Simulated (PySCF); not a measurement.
## Electronic structure of C$_{2}$H$_{8}$O$_{3}$Si$_{2}$ (SMILES CC1O[SiH2]O[SiH2]O1) in real space

The calculation's input:

```
{"job": {"kind": "nmr", "xc": "PBE0", "basis": "pcSseg-1"}, "charge": 0, "multiplicity": 1}
C      2.165022    -0.557775    -0.189300
C      0.740154    -0.138377    -0.536427
O     -0.121727    -1.162404    -0.159471
Si    -1.712130    -1.053631     0.166486
O     -2.072519     0.500493     0.493698
Si    -0.976220     1.704432     0.463820
O      0.476578     1.076909     0.085496
H      2.398066    -1.492923    -0.689332
H      2.239733    -0.693723     0.885965
H      2.858309     0.216456    -0.503384
H      0.646947     0.006230    -1.628775
H     -2.506394    -1.381433    -1.010181
H     -1.889980    -1.836831     1.373936
H     -1.437001     2.604255    -0.585432
H     -0.813252     2.216311     1.810989
```

Command:

```sh
OMP_NUM_THREADS=1 python probes_run.py task.json out
```

Geometry: GFN2-xTB.

The calculation used PySCF, PBE0/pcSseg-1, SCF density, gas phase, non-relativistic.

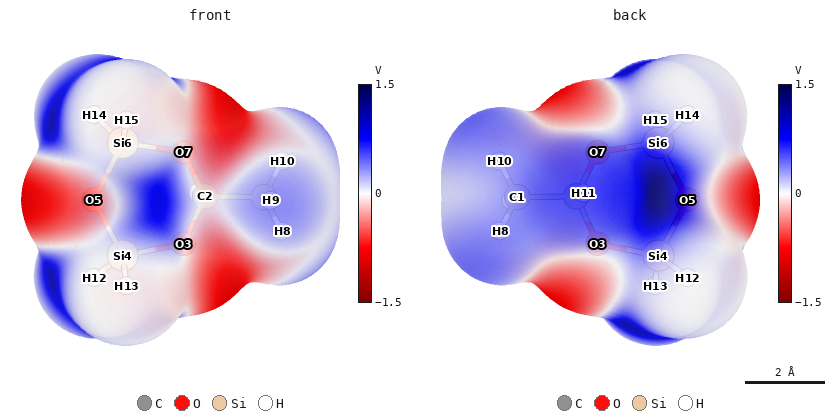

Figure 1. The electrostatic potential painted on the density surface at 0.001 e/bohr³, seen from the front and from behind; red is negative and blue positive.

**Which sites attract a positive test charge, and which a negative one?**

A positive charge is drawn to the negative regions and a negative charge to the positive ones. The most negative region (about −0.9 V) lies over O3, O5 and O7, the most positive (about +1.2 V) over Si4 and Si6.

**What dipole moment does the calculation give?**

Its dipole moment is 0.68 D.

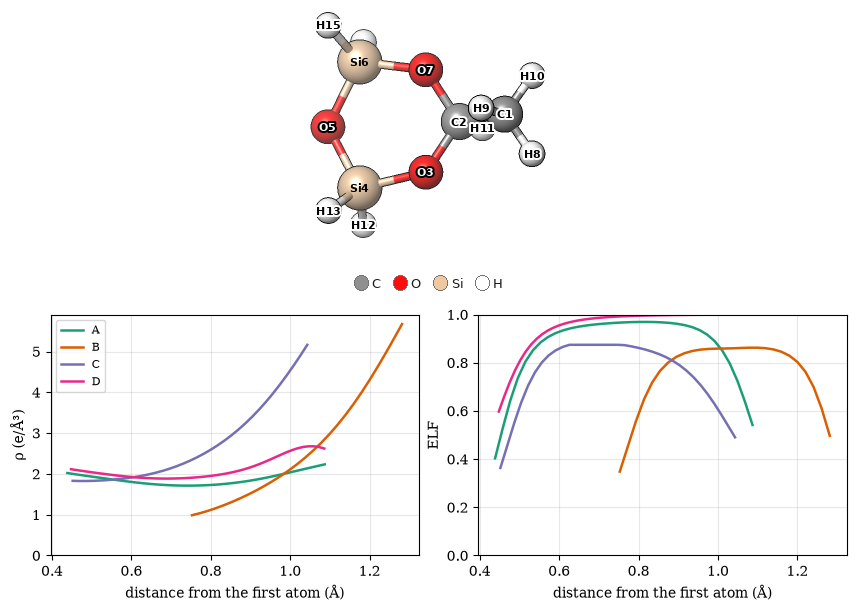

Figure 2. Total electron density and electron localisation function along straight lines between neighbouring atoms. The curves leave out the atomic cores. The structure is drawn too.

**Which curve belongs to which contact (C–C, C–H, C–O and Si–O)? The first atom named is at distance zero.**

Curve A: C–C (1.53 Å): ρ is about 1.7 e/Å³ halfway; the ELF peaks at about 0.95 between the atoms; a covalent bond. Curve B: Si–O (1.63 Å): ρ is about 1.2 e/Å³ halfway; the ELF peaks at about 0.85 between the atoms (a short, strongly polar bond). Curve C: C–O (1.39 Å): ρ at the midpoint is about 2.1 e/Å³, with its minimum of 1.8 e/Å³ about 0.5 Å from C; the ELF peaks at about 0.85 between the atoms; a shared but strongly polarised pair. Curve D: C–H (1.09 Å): the density is about 2 e/Å³ at the midpoint; the ELF climbs to about 1 towards the hydrogen, as it does in any bond to H; an ordinary covalent bond to hydrogen.
